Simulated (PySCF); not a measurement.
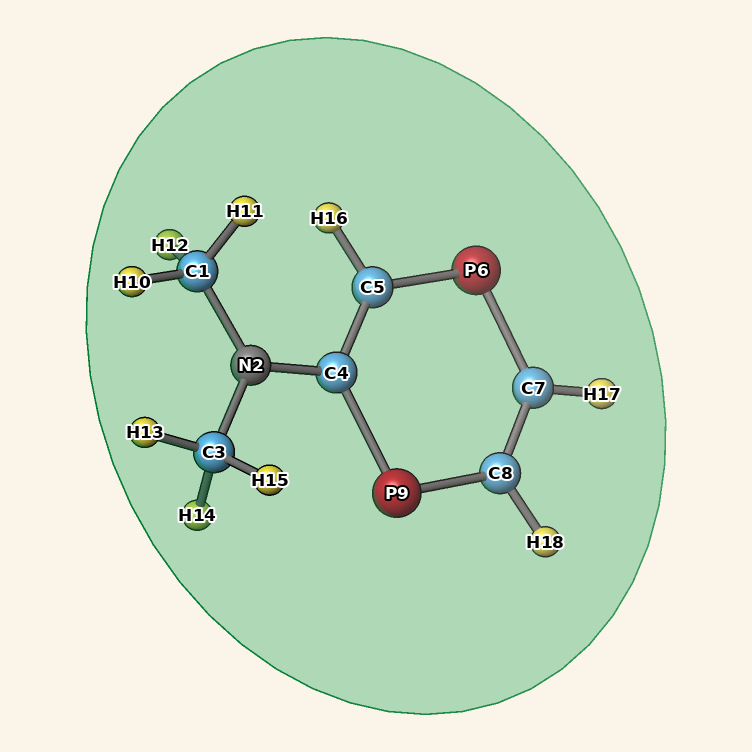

A disc through the centre of mass is drawn in. Distant atoms are faded towards the background colour. Computed geometry: PBE0-D3(BJ)/def2-SVP optimisation. No frequency run is at hand to confirm it as a minimum.

Is the plane of the disc a mirror plane of the structure?

Yes. The reflection leaves C1, N2, C3, C4, C5, P6, C7, C8, P9, H10, H13, H16, H17, H18 in place and moves H11 ↔ H12; H14 ↔ H15. The point group is Cs.
